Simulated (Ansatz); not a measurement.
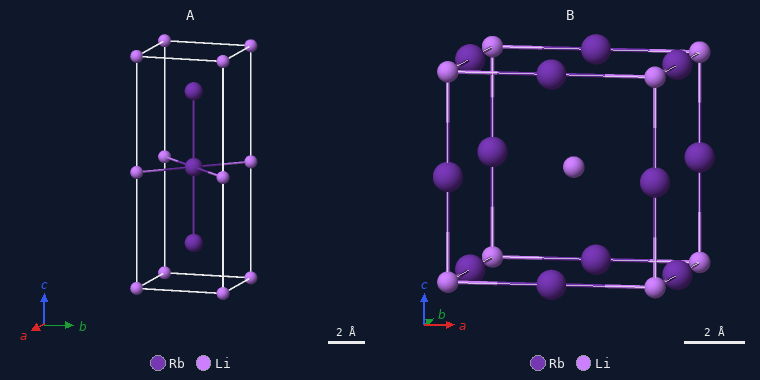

Two structures of Rb3Li2, each relaxed to rest (conventional cells in solid outline, small ones repeated, not to one scale). Method: DFT PBE, scalar-relativistic, plane waves, PAW in Ansatz, without spin polarisation.

> Characterise the two forms.

A: 5 atoms a cell on a primitive tetragonal lattice, P4/mmm. B: 5 atoms a cell on a primitive cubic lattice, Pm-3m.

> Which form lies lower?

A is lower, by 23 meV/atom at this level of theory (energies at zero smearing). Volumes: A 68.3, B 73.4 Å³/atom.

One or both may be structure types tried for this composition rather than known phases.
